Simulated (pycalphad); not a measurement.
All values are pycalphad results on the COST 507 light-alloy database (1999) (1 atm), not direct measurements. The database dates from 1999; later assessments differ in places, in temperatures and in the compounds included. Amounts are mole fractions of atoms.

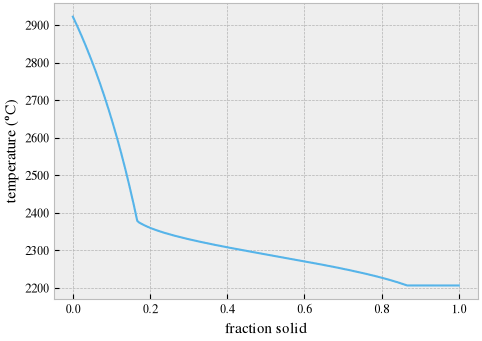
Figure. Scheil-Gulliver solidification path of Hf-0.8123C (wt.%)

Compare equilibrium and Scheil-Gulliver solidification of Hf-0.8123C (wt.%).

Both start at the liquidus, 2922 °C. In full equilibrium the last liquid goes at 2349 °C (range 573 K), and at 2327 °C the alloy holds HCP_A3. With no diffusion in the solid (Scheil-Gulliver, steps of 4 K) the liquid lasts to an invariant point at 2206 °C (range 716 K), where the last 0.13 of it freezes; the solid then holds HCP_A3 0.75, FCC_A1 0.17, BCC_A2 0.09.

```tsv
last step ahead of the change, T (°C)	liquid left there	liquid composition there (wt.%)	solids forming below it
2922	1.00	0.81 C	FCC_A1
2379	0.83	0.43 C	HCP_A3
2206	0.13	0.09 C	BCC_A2 + HCP_A3
```
Solids once formed stay as they are in this model, so peritectic reactions do not proceed; the changes are located to one step.

FCC_A1 is fcc; BCC_A2 is bcc; HCP_A3 is hcp. The fcc model also describes the rock-salt carbide or nitride (TiC, TiN, HfC).
